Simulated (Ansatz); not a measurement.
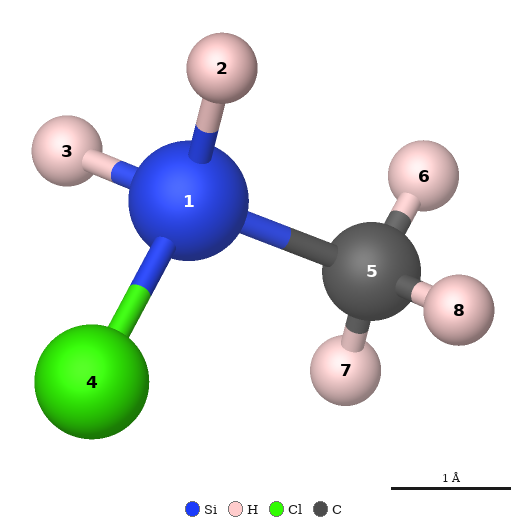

Atoms carry their numbers in the input. The geometry was computed by an optimisation with PBE0-D4/def2-TZVP.

Which atoms are bonded, and how long are the bonds?

```json
{"bond": "Si1–H2", "length (Å)": "1.483"}
{"bond": "Si1–H3", "length (Å)": "1.483"}
{"bond": "Si1–Cl4", "length (Å)": "2.062"}
{"bond": "Si1–C5", "length (Å)": "1.857"}
{"bond": "C5–H6", "length (Å)": "1.094"}
{"bond": "C5–H7", "length (Å)": "1.092"}
{"bond": "C5–H8", "length (Å)": "1.092"}
```
